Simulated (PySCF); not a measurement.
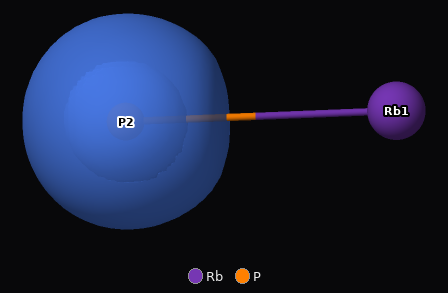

*RbP (charge +1, quartet). Isosurface of the electron localisation function at 0.8 (blue), seen from one side. Core shells and regions of very low density are left out.*

Method: PBE0/jorge-DZP-DKH, spin-free X2C-1e, Gaussian nucleus, at a bond length of 3.836 Å (PySCF).

Where are the electrons localised?

Answer. At this value the surface marks out one region wrapped around P (its valence shell). Profiles from the grid: Rb–P (3.84 Å): the ELF peaks at about 0.90 in the valence shell of P, 1.1 Å from its nucleus, and drops to about 0 between the two atoms.
